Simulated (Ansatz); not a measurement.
The cell of HfO₂ (Fm-3m, No. 225). The cell is taken from a calculation's input that goes back to an entry of the Crystallography Open Database (an earlier step may have relaxed or displaced it).

```
CELL_PARAMETERS angstrom
5.11500 0.00000 0.00000
0.00000 5.11500 0.00000
0.00000 0.00000 5.11500
ATOMIC_POSITIONS crystal
Hf 0.00000 0.00000 0.00000
O 0.25000 0.75000 0.75000
O 0.25000 0.25000 0.75000
Hf 0.00000 0.50000 0.50000
O 0.25000 0.25000 0.25000
O 0.25000 0.75000 0.25000
Hf 0.50000 0.00000 0.50000
O 0.75000 0.75000 0.25000
O 0.75000 0.25000 0.25000
Hf 0.50000 0.50000 0.00000
O 0.75000 0.25000 0.75000
O 0.75000 0.75000 0.75000
```

At each point the valence sum V of a Li+ ion is computed from the anions within 5 Å (s = exp((R0 − d)/b), R0 fitted to published crystal structures with b = 0.37 Å; R0: Li+–O 1.449 Å). Points too close to the other cations are excluded (2.2 Å from Hf). Li+ is a guest here, not part of the formula. This is an empirical screen for pathways, not an energy calculation.

Along which directions could Li+ move by this screen?

No path opens below 0.7 v.u. These are grid estimates, good to about 0.1 v.u.

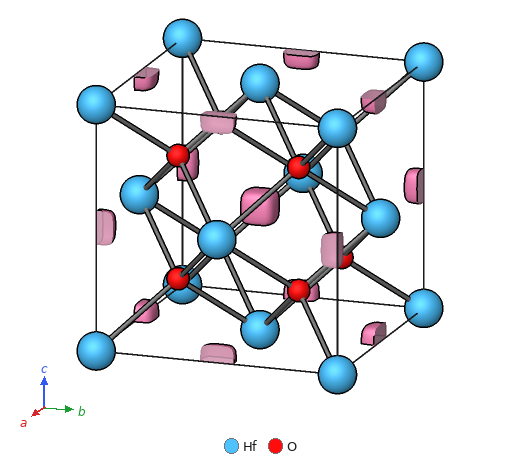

Bond-valence mismatch map for Li+ in HfO₂ (Fm-3m, No. 225): the pink surface encloses the points where |V − 1| < 0.3 v.u. (1×1×1 cells, view slightly off an axis). Pale faces close the region where the drawn box cuts it.
